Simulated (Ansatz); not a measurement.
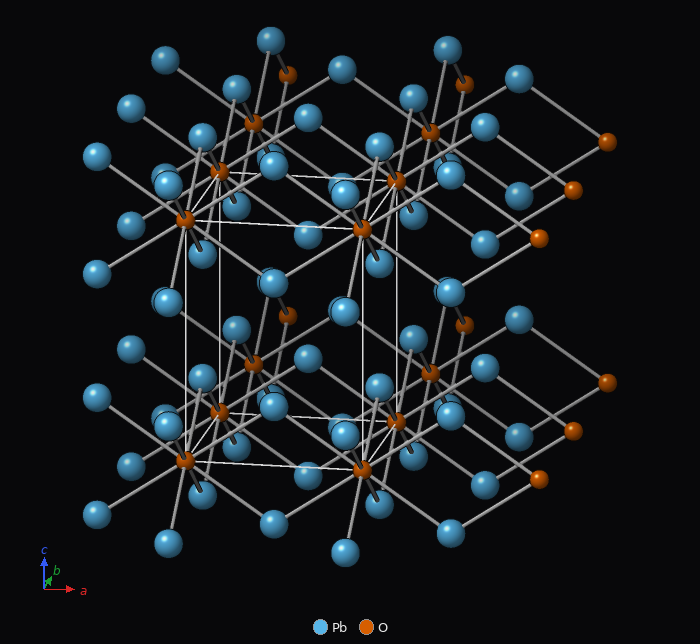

The compound is Pb₄O (space group P4/mmm, No. 123), taken as coordinates from a relaxation with Ansatz, DFT PBE, scalar-relativistic, plane waves, PAW; the starting structure was generated, so it need not be a known form of this composition.

Bonds are taken as O–Pb below 3.2 Å; no other contact counts. Simplification: prune 0- and 1-connected atoms, fold 2-connected ones into links. Two bridges between the same pair of nodes count as one edge.

### What kind of net remains, and which atoms are its nodes?

A uninodal 4-connected, two-periodic (layers) net: O is a 4-connected node. Pb becomes part of the edges.

### Name the underlying net.

It is the sql net, known from the square lattice.

### How do the layers lie?

The layers lie parallel to (001).

### How many nodes does the smallest cycle have?

Four.

The simplified net, drawn on the atoms' positions. Nodes are coloured by element. One layer is drawn. Edges to nodes outside the piece are drawn as stubs.

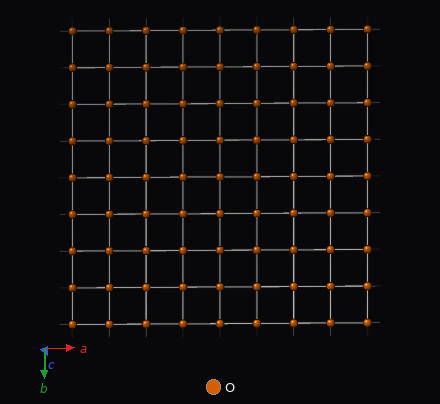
